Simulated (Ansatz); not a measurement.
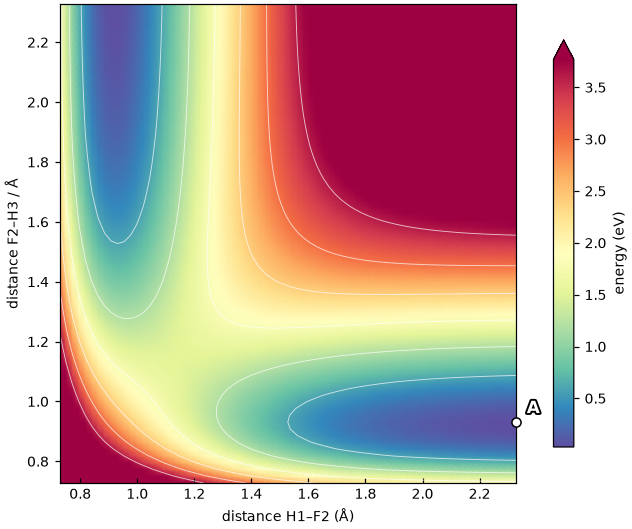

The system H + FH, spin multiplicity 2. First axis: distance H1–F2. Second axis: distance F2–H3. Nothing is relaxed (the angle H1–F2–H3 is fixed at 180 degrees). The grid has 17 × 17 points; 153 points were computed and 136 follow by symmetry. All energies are given in eV relative to H far from the relaxed FH (each part in its own basis). In part of the range the unrestricted reference is strongly spin-contaminated. Method: UKS PBE0-D4/def2-SVPD (Ansatz).

Drawn: a smooth colour map with a few white contour lines, one colour for all values above the top of the scale, the point A. Between grid points the surface is interpolated.

> Find the lowest path from A to the other arm of the map, and its barrier.

The easiest path runs from the side where the first distance is long, about distance H1–F2 = 2.33 Å, distance F2–H3 = 0.93 Å, to the side where the second distance is long, about distance H1–F2 = 0.93 Å, distance F2–H3 = 2.33 Å. Its highest point, at about distance H1–F2 = 1.15 Å, distance F2–H3 = 1.15 Å, lies about 1.5 eV above the start and 1.5 eV above the end on the interpolated surface. An end on the edge of the scan is no minimum, so the barrier from there is a lower bound.

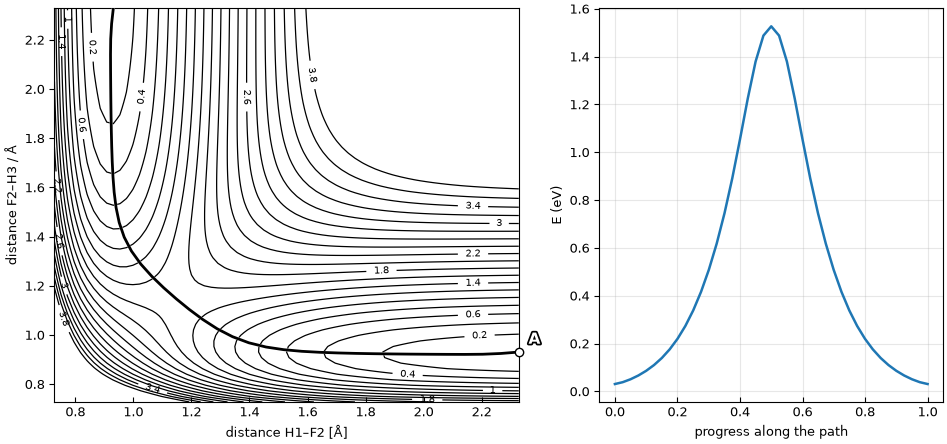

Drawn: contour lines labelled in eV (none above 3.8), a line along the lowest path, the energy along the path at the right. Between grid points the surface is interpolated.
